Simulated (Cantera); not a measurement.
Charge: 1 mol CH₃SiCl₃, 0.22 mol C₂H₄, 790 mol H₂, held at 11000 Pa.

Equilibrium computed with Cantera from the NASA thermochemical tables; the gas is ideal and each condensed phase is pure. Candidate condensed phases: C, C₆H₆, C₇H₈, C₈H₁₈, Si, SiC; 109 gas species. The feed counts by its element totals alone. Gases not in the tables: Si₂H₆ and higher silanes. Equilibrium is a limit: real reactors are often held back by kinetics, nucleation or transport.

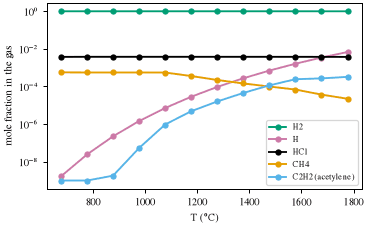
Figure: Equilibrium gas composition (values under 1e-9 drawn at 1e-9)

Q: Read off the mole fractions at 877 °C.

A: H₂ about 1.00, HCl about 0.0038, CH₄ about 0.00056, H about 2.2e-7.
